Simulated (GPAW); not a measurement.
# Quasiparticle gap of WS2 (P6_3/mmc) in GPAW, part 2 of 2

Wanted: ground state, empty states, screening and self-energy for WS2 (P6_3/mmc).

GPAW 26.7.0; LDA and many-body steps on it, plane waves. Known limits of the many-body steps: not at the basis limit; no spin-orbit coupling; coarse k mesh.

So far. Step 3 (Bands along the symmetry lines): The gap is 0.901 eV, −0.107 eV from the run before at this level. Step 4 (Empty states on the mesh, 6×6×2 mesh, 151 bands): On this mesh the gap is 0.901 eV.

**5. Screening and self-energy, 6×6×2 mesh, 141 bands, screening to 70 eV**

G0W0 replaces the xc potential by the self-energy, built once from these orbitals. Only a window of levels is corrected, while the sums run over the empty bands that the input names.

This step: G0W0 on LDA, plane waves, PAW.

Input file run.py:

```python
import json
import numpy as np
from gpaw.mpi import world
from gpaw.response.g0w0 import G0W0

gw = G0W0('full.gpw',
    filename='gw',
    kpts=[0, 4, 8],
    bands=(24, 28),
    ecut=70,
    nbands=141,
    integrate_gamma='WS',
    ppa=True)
gw.calculate()
res = {mode: {k: v for k, v in r.items() if k != 'sigma_eskwn'}
       for mode, r in gw.all_results.items()}

if world.rank == 0:
    with open('result.json', 'w') as f:
        json.dump(res, f, default=lambda x: x.tolist())
```

The run is started by

```bash
$ mpirun -n 8 gpaw python run.py
```

Numbers of over 12 decimals in the logs are rounded to 6 here.

Output:

```text
Using integrator: PointIntegrator
FrequencyGridDescriptor(from 0.000+0.000j to 0.000+27.211j eV, 2 points)
Nonperiodic BCs:  [False False False]
Using integrator: PointIntegrator
FrequencyGridDescriptor(from 0.000+0.000j to 0.000+27.211j eV, 2 points)
Nonperiodic BCs:  [False False False]
  ___  _ _ _
 |   || | | |
 | | || | | |
 |__ ||_____|
 |___|

BZ k-points: Symmetries present (total): 12

  [... matrices ...]
72 k-points: 6 x 6 x 2 Monkhorst-Pack grid + [1/12,1/12,1/4]
14 k-points in the irreducible part of the Brillouin zone
       k-points in crystal coordinates                weights
   0:     0.00000000    0.00000000    0.00000000          1/72
   1:     0.00000000    0.00000000    0.50000000          1/72
   2:     0.16666667    0.00000000    0.00000000          6/72
   3:     0.16666667    0.00000000    0.50000000          6/72
   4:     0.33333333   -0.16666667    0.00000000          6/72
   5:     0.33333333   -0.16666667    0.50000000          6/72
   6:     0.33333333    0.00000000    0.00000000          6/72
   7:     0.33333333    0.00000000    0.50000000          6/72
   8:     0.33333333    0.33333333    0.00000000          2/72
   9:     0.33333333    0.33333333    0.50000000          2/72
          ...
  13:     0.50000000    0.50000000    0.50000000          3/72

Distributing spins, k-points and bands (1 x 3 x 4) over 8 processes
Number of blocks: 1

Quasi particle states:
k-points (IBZ indices): [0, 4, 8]
Band range: (24, 28)
  [... matrices ...]
Computational parameters:
Plane wave cut-off: 70 eV
Number of bands: 141
Coulomb cutoff: None
Broadening: 0.1 eV

fxc modes: GW
Kernel: RPA
Using Godby-Needs plasmon-pole approximation:
  Fitting energy: i*E0, E0 = 1.000 Hartree
Summing all q:

Calculating screened Coulomb potential
No Coulomb truncation
FrequencyGridDescriptor(from 0.000+0.000j to 0.000+27.211j eV, 2 points)
Removing empty qpoint cache files...

Calculating chi0 body with:
    Ground state adapter containing:
    Number of spins: 1
    Number of kpoints: 72
    Number of irreducible kpoints: 14
    Number of completely occupied states: 26
    Number of partially occupied states: 26
    Occupied states memory: 6.3984375 M / cpu

    Linear response parametrization:
    q_c: [1.3877787807814457e-17, 1.3877787807814457e-17, 0.0]
    Number of frequency points: 2
    Planewave cutoff: 70.0
    Number of bands: 141
    Number of planewaves: 149
    Broadening (eta): 1e-06
    comm.size: 8
    kncomm.size: 8
    blockcomm.size: 1

    Memory estimate of potentially large arrays:
        chi0_wGG: 0.677521 M / cpu
Integrating chi0 body.

Symmetries of q_c:
    Direct symmetries (Uq -> q): 12
    Indirect symmetries (TUq -> q): 0
In total 12 allowed symmetries.

  [... matrices ...]
14 groups of equivalent kpoints. 80.555556% reduction.

Integral kind: response function
Integrating chi0 head and wings.

Symmetries of q_c:
    Direct symmetries (Uq -> q): 12
    Indirect symmetries (TUq -> q): 0
In total 12 allowed symmetries.

  [... matrices ...]
14 groups of equivalent kpoints. 80.555556% reduction.

Integral kind: response function wings

Calculating chi0 body with:
    Ground state adapter containing:
    Number of spins: 1
    Number of kpoints: 72
    Number of irreducible kpoints: 14
    Number of completely occupied states: 26
    Number of partially occupied states: 26
[... the further q-points ...]

Results:
f:      Occupation numbers
eps:     KS-eigenvalues [eV]
vxc:     KS vxc [eV]
exx:     Exact exchange [eV]
sigma:   Self-energies [eV]
dsigma:  Self-energy derivatives
Z:       Renormalization factors
qp:      QP-energies [eV]

k-point 0 (0): (0.000, 0.000, 0.000)                GW
band       f     eps     vxc     exx   sigma  dsigma       Z      qp
                                                                   GW
  24   1.000   7.316 -17.296 -18.234   1.419  -0.258   0.795   7.699
  25   1.000   8.596 -19.140 -19.453   0.980  -0.260   0.794   9.125
  26   0.000  10.884 -18.688 -13.805  -3.513  -0.257   0.796  11.974
  27   0.000  10.884 -18.688 -13.805  -3.514  -0.257   0.796  11.974

k-point 1 (4): (0.333, -0.167, 0.000)                GW
band       f     eps     vxc     exx   sigma  dsigma       Z      qp
                                                                   GW
  24   1.000   7.045 -18.345 -19.549   1.739  -0.265   0.791   7.468
  25   1.000   7.067 -18.423 -19.571   1.706  -0.265   0.790   7.509
  26   0.000   9.496 -17.213 -12.994  -3.093  -0.247   0.802  10.399
  27   0.000  10.392 -19.007 -14.238  -3.423  -0.258   0.795  11.462

k-point 2 (8): (0.333, 0.333, 0.000)                GW
band       f     eps     vxc     exx   sigma  dsigma       Z      qp
                                                                   GW
  24   1.000   7.815 -18.176 -18.596   1.024  -0.256   0.796   8.296
  25   1.000   8.033 -18.809 -19.108   0.970  -0.257   0.795   8.567
  26   0.000   9.850 -20.285 -15.804  -3.034  -0.254   0.798  11.005
  27   0.000   9.850 -20.285 -15.804  -3.034  -0.254   0.798  11.005
```

Wall time 76 s (8 MPI ranks of Arm Neoverse V2, shared host); peak memory 2.9 GiB; 9.3 min of CPU time.

Numbers from this step:

```yaml
g0w0_gap_on_the_points_computed: 1.274 eV
least_direct_g0w0_gap_on_the_computed_points: 2.438 eV
z_at_the_valence_top: 0.7939
z_at_the_conduction_bottom: 0.8018
starting_gap_on_the_mesh: 0.9008 eV
k_of_the_valence_top: 0, 0, 0
k_of_the_conduction_bottom: 0.3333, -0.1667, 0
```

The gap on the mesh goes from 0.90 eV to 1.27 eV, a correction of +0.37 eV. The start differs from the 1.01 eV found before because the two sample other k points.

Limits: finite bands, cutoff and mesh; no spin-orbit coupling; coarse k mesh. v1 is the top filled band, c1 the lowest empty one. Levels before and after the correction, in eV, zero at the valence-band top of each column:

|  | conduction bottom | valence top |
| --- | --- | --- |
| Kohn-Sham | 0.90 | 0.00 |
| G0W0 | 1.27 | 0.00 |

|  | level | energy (eV) |
| --- | --- | --- |
| Kohn-Sham | Γ v2 | -1.280 |
| Kohn-Sham | Γ v1 | 0.000 |
| Kohn-Sham | Γ c1-c2 | 2.288 |
| Kohn-Sham | (0.333 -0.167 0) v2 | -1.551 |
| Kohn-Sham | (0.333 -0.167 0) v1 | -1.528 |
| Kohn-Sham | (0.333 -0.167 0) c1 | 0.901 |
| Kohn-Sham | (0.333 -0.167 0) c2 | 1.796 |
| G0W0 | Γ v2 | -1.427 |
| G0W0 | Γ v1 | 0.000 |
| G0W0 | Γ c1-c2 | 2.849 |
| G0W0 | (0.333 -0.167 0) v2 | -1.658 |
| G0W0 | (0.333 -0.167 0) v1 | -1.617 |
| G0W0 | (0.333 -0.167 0) c1 | 1.274 |
| G0W0 | (0.333 -0.167 0) c2 | 2.336 |

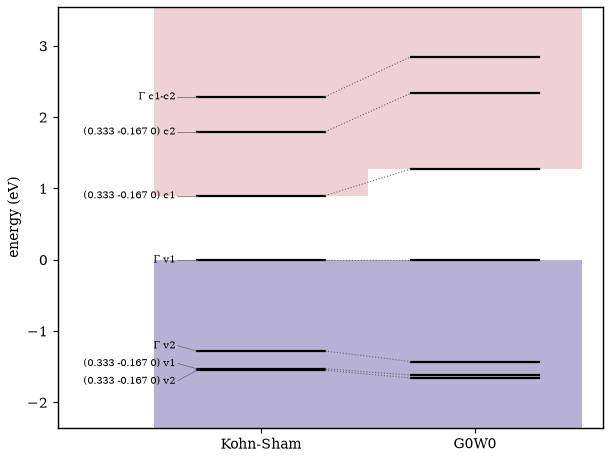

Levels before and after the correction. Shaded: valence and conduction bands.

**6. Where the time went**

Times are wall times on 8 MPI ranks of Arm Neoverse V2, shared host, good to a factor of about two.

| step | time | share | memory (GiB) |
| --- | --- | --- | --- |
| ground state | 9 s | 7 % | 1.4 |
| bands along the symmetry lines | 16 s | 12 % | 1.6 |
| empty states on the mesh | 27 s | 21 % | 1.7 |
| screening and self-energy | 76 s | 59 % | 2.9 |

**7. Results**

- LDA gap: 0.90 eV, indirect
- G0W0 gap on the mesh: 1.27 eV
- GW settings: 6×6×2 mesh, 141 bands, screening to 70 eV, Godby-Needs plasmon pole
- known limits: not at the basis limit; no spin-orbit coupling; coarse k mesh

G0W0 moves the gap on the mesh from 0.90 eV to 1.27 eV (+0.37 eV), with Z of 0.79 and 0.80 at the edges. Only 3 of the mesh's irreducible points were corrected, so a valley elsewhere could overtake. The dearest step here is «screening and self-energy». Bands and cutoff are finite, so the gap is not at the basis limit. The miss can reach some tenths of an eV and take either sign; the mesh is an error of its own. These stock PAW sets were not made for GW; the filled d or f shell of W lies in the frozen core, which bears on start and correction. In the G0W0 run levels were corrected at 3 k points alone, so a gap called «on the mesh» is the least over those, and an edge elsewhere would be missed. The 6×6×2 mesh is coarse for this cell, which bears on the long-range parts of exchange and screening. The many-body steps are scalar-relativistic: spin-orbit coupling is not in them.

[Paths, hosts, dates, memory and timing lines, banners, echoed tables and standing remarks are left out of the program output.]

[Logs are printed without paths, hosts, clocks, repeated set-up lines and the standing remarks that a program may print on its own settings, such as how far it seeks lower states.]

[Runs of the session that timed out or met a known fault of the program may be left out.]

[Hosts, paths, dates, database ids (printed as entryN), source tags and the programs' standing remarks are cut or masked in the printed files.]
